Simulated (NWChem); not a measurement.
# One shape, several levels: H2O2 (hydrogen peroxide)

Aim: a comparison of 6 runs (PBE0/def2-TZVPP, B2PLYP/def2-TZVPP, BLYP/def2-TZVPP, TPSS/def2-TZVPP, wB97X/def2-TZVPP, CCSD(T)/def2-TZVPP) of H2O2 (hydrogen peroxide). 

Program for the calculation: NWChem 7.3.0.

## Step 1: The structure to begin with

H2O2: 4 atoms, total charge 0, spin state singlet. SMILES: `OO`. The O1–H3 distance was set to 1.737 Å, away from the relaxed value. At this shape a bond of the SMILES string is far longer than usual.

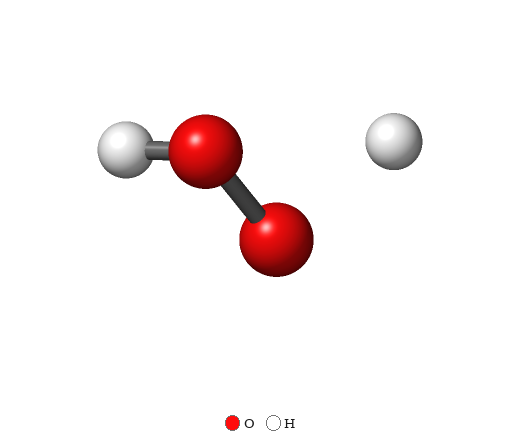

Viewed from a chosen angle; oxygen red, hydrogen white.

## Step 2: A single-point energy at PBE0/def2-TZVPP (run 1)

Contents of calc.nw:

```
start calc
memory stack 880 mb heap 220 mb global 1100 mb
geometry units atomic noautosym nocenter noautoz
 O  -1.93770249 -0.28791300 -0.60255429
 O  -0.92651004  2.18668336 -0.26939558
 H   0.35224495 -2.11082408  0.88325799
 H  -0.54138386  2.64286324 -1.99244786
end
basis spherical bse
 * library def2-TZVPP
end
dft
 xc pbe0
 mult 1
 grid fine
 convergence energy 1e-08
 iterations 100
 mulliken
 print low
end
task dft
```

The run is started by

```bash
$ nwchem calc.nw > calc.out
```

Log:

```text
[...]
 d= 0,ls=0.0,diis     1   -151.2537654532 -1.86D+02  1.16D-02  4.62D-01     1.1
[...]
 d= 0,ls=0.0,diis    11   -151.3227025107 -3.69D-10  2.85D-07  2.24D-09     9.4
         Total DFT energy =     -151.322702510653
      One electron energy =     -277.350592593509
           Coulomb energy =      108.757533866578
    Exchange-Corr. energy =      -17.482340293902
 Nuclear repulsion energy =       34.752696510180
[...]
      Total Density - Mulliken Population Analysis
     ---------------------------------------------
    Atom       Charge   Shell Charges
 -----------   ------   -------------------------------------------------------
    1 O    8     8.24   0.80  1.18  0.64  0.97  0.36  1.72  1.73  0.81  0.00  0.03  0.00
    2 O    8     8.17   0.79  1.18  0.61  0.93  0.32  1.83  1.79  0.69  0.00  0.03  0.00
    3 H    1     0.82   0.14  0.40  0.26  0.00  0.02  0.00
    4 H    1     0.77   0.26  0.38  0.04  0.02  0.06  0.01
[...]
```

Run time: 10 s. Hardware: 1 thread of Intel Xeon Platinum 8488C (Sapphire Rapids), shared host; peak memory 0.11 GiB.

## Step 3: The energy at B2PLYP/def2-TZVPP (run 2)

Contents of h2o2.nw:

```
start h2o2
title "H2O2"
memory total 2200 mb

geometry units angstroms noautosym nocenter noautoz
   O       -1.025388      -0.152357      -0.318858
   O       -0.490288       1.157143      -0.142558
   H        0.186400      -1.117000       0.467400
   H       -0.286488       1.398543      -1.054358
end

basis spherical bse
   O library def2-TZVPP
   H library def2-TZVPP
end

dft
   xc hfexch 0.53 becke88 0.47 lyp 0.73 mp2 0.27
   dftmp2 semidirect
   mult 1
   grid fine
   convergence energy 1e-08
   iterations 100
   mulliken
   noprint "final vectors analysis"
end

mp2
   freeze core 2
end

task dft energy
```

The run is started by

```bash
$ nwchem h2o2.nw > h2o2.out
```

Log:

```text
[...]
          Wavefunction type:  closed shell.
          No. of atoms     :     4
          No. of electrons :    18
[...]
          Charge           :     0
          Spin multiplicity:     1
[...]
          AO basis - number of functions:    90
[...]
              XC Information
              --------------
                     Hartree-Fock (Exact) Exchange  0.530
                    Becke 1988 Exchange Functional  0.470
              Lee-Yang-Parr Correlation Functional  0.730
[...]
 d= 0,ls=0.0,diis     1   -151.1519756973 -1.86D+02  7.58D-03  3.57D-01     1.0
[...]
 d= 0,ls=0.0,diis    12   -151.2105738260 -8.80D-09  2.00D-06  2.75D-09     9.9
         Total DFT energy =     -151.210573825958
      One electron energy =     -277.392401799687
           Coulomb energy =      108.809476684597
    Exchange-Corr. energy =      -17.380347707025
 Nuclear repulsion energy =       34.752698996157
[...]
      Total Density - Mulliken Population Analysis
     ---------------------------------------------
    Atom       Charge   Shell Charges
 -----------   ------   -------------------------------------------------------
    1 O    8     8.25   0.80  1.18  0.64  0.96  0.36  1.71  1.74  0.82  0.00  0.03  0.00
    2 O    8     8.19   0.79  1.18  0.61  0.92  0.33  1.83  1.80  0.69  0.00  0.03  0.00
    3 H    1     0.79   0.13  0.38  0.26  0.00  0.02  0.00
    4 H    1     0.77   0.26  0.38  0.04  0.02  0.06  0.01
[...]
  Basis functions       =     90
[...]
```

It took 12 s on 1 thread of Intel Xeon Platinum 8488C (Sapphire Rapids), shared host; peak memory 0.19 GiB.

Runs 3 to 4 aren't shown in full; the table further down has their settings and results.

## Step 4: A single-point energy at wB97X/def2-TZVPP (run 5)

Contents of mol.nw:

```
start mol
memory stack 880 mb heap 220 mb global 1100 mb

geometry noautosym nocenter noautoz
 O     -1.025388    -0.152357    -0.318858
 O     -0.490288     1.157143    -0.142558
 H      0.186400    -1.117000     0.467400
 H     -0.286488     1.398543    -1.054358
end

basis spherical bse
 * library def2-TZVPP
end

dft
 xc wb97x
 mult 1
 grid fine
 convergence energy 1e-08
 iterations 100
 mulliken
 noprint "final vectors analysis"
end

task dft
```

The run is started by

```bash
$ nwchem mol.nw > mol.out
```

Log:

```text
[...]
          Wavefunction type:  closed shell.
          No. of atoms     :     4
          No. of electrons :    18
[...]
          Charge           :     0
          Spin multiplicity:     1
[...]
          AO basis - number of functions:    90
[...]
              XC Information
              --------------
                       wb97x  Method XC Functional
                     Hartree-Fock (Exact) Exchange  1.000
                         wb97x Exchange Functional  1.000
                      wb97x Correlation Functional  1.000
[...]
 d= 0,ls=0.0,diis     1   -151.3700539377 -1.86D+02  6.86D-03  5.11D-01     7.1
[...]
 d= 0,ls=0.0,diis    13   -151.4373525489 -9.99D-09  3.30D-07  3.56D-10    58.9
         Total DFT energy =     -151.437352548854
      One electron energy =     -277.391137904092
           Coulomb energy =      108.805511502057
    Exchange-Corr. energy =      -17.604425142977
 Nuclear repulsion energy =       34.752698996157
[...]
      Total Density - Mulliken Population Analysis
     ---------------------------------------------
    Atom       Charge   Shell Charges
 -----------   ------   -------------------------------------------------------
    1 O    8     8.25   0.80  1.17  0.65  0.94  0.38  1.73  1.71  0.83  0.00  0.03  0.00
    2 O    8     8.16   0.79  1.18  0.62  0.90  0.34  1.84  1.76  0.70  0.00  0.03  0.00
    3 H    1     0.80   0.14  0.39  0.26  0.00  0.02  0.00
    4 H    1     0.79   0.26  0.40  0.04  0.02  0.06  0.01
[...]
```

Wall time 60 s (1 thread of Intel Xeon Platinum 8488C (Sapphire Rapids), shared host); peak memory 0.11 GiB.

## Step 5: A single-point energy at CCSD(T)/def2-TZVPP (run 6)

Contents of h2o2.nw:

```
start h2o2
title "H2O2 ccsd(t)"
memory 2200 mb

geometry units atomic noautosym nocenter noautoz
  O   -1.93770249  -0.28791300  -0.60255429
  O   -0.92651004   2.18668336  -0.26939558
  H    0.35224495  -2.11082408   0.88325799
  H   -0.54138386   2.64286324  -1.99244786
end

basis spherical bse
  * library def2-TZVPP
end

scf
  singlet
  rhf
  thresh 1e-08
  maxiter 80
end

ccsd
  freeze core 2
  maxiter 60
end

task ccsd(t) energy
```

The run is started by

```bash
$ nwchem h2o2.nw > h2o2.out
```

Log:

```text
[...]
  functions       =    90
[...]
  wavefunction    = RHF
[...]
         Total SCF energy =   -150.671673151207
      One-electron energy =   -277.340300624665
      Two-electron energy =     91.915930963279
 Nuclear repulsion energy =     34.752696510180
        Time for solution =     22.0s
[...]
 Total MP2 energy:           -151.206336856246764
[...]
             energy      energy      error      ampl     ampl      Block
                                                time     time      time
[...]
 Total CCSD energy:           -151.216612938789240
[...]
 Total CCSD+T(CCSD) energy:           -151.245433359271402
[...]
 Total CCSD(T) energy:                -151.244154464903914
[...]
```

It took 2.1 min on 1 thread of Intel Xeon Platinum 8488C (Sapphire Rapids), shared host; peak memory 0.2 GiB.

## Step 6: Overview of the runs

| run | level | frozen core orbitals | integration grid | energy (Eh) | wall time |
| --- | --- | --- | --- | --- | --- |
| 1 | PBE0/def2-TZVPP | – | fine | -151.322703 | 10 s |
| 2 | B2PLYP/def2-TZVPP | 2 | fine | -151.391218 | 12 s |
| 3 | BLYP/def2-TZVPP | – | fine | -151.492209 | 12 s |
| 4 | TPSS/def2-TZVPP | – | fine | -151.518393 | 19 s |
| 5 | wB97X/def2-TZVPP | – | fine | -151.437353 | 60 s |
| 6 | CCSD(T)/def2-TZVPP | 2 | – | -151.244154 | 2.1 min |

## Step 7: Results

| quantity | value |
| --- | --- |
| run 6: total energy | -151.24415 Eh |
| run 6: HOMO energy (Hartree–Fock orbitals) | -11.49 eV |
| run 6: LUMO energy (Hartree–Fock orbitals) | -0.09 eV |
| run 6: HOMO–LUMO gap (Hartree–Fock orbitals) | 11.40 eV |
| run 6: correlation energy (2 core orbitals frozen) | -572.5 mEh |
| run 6: (T) correction | -27.54 mEh |

What this shows: Over runs 2, 3, 4, 5 the dipole moment (its size) runs from 1.68 D (TPSS/def2-TZVPP) to 1.89 D (B2PLYP/def2-TZVPP). A double hybrid's value is that of its SCF part. Totals of different functionals can't be ranked against each other. In runs 1, 2, 3, 4, 5, 6 a closed-shell determinant meets a far-stretched bond, which it describes badly. All runs together took 4 min, the longest 2.1 min.
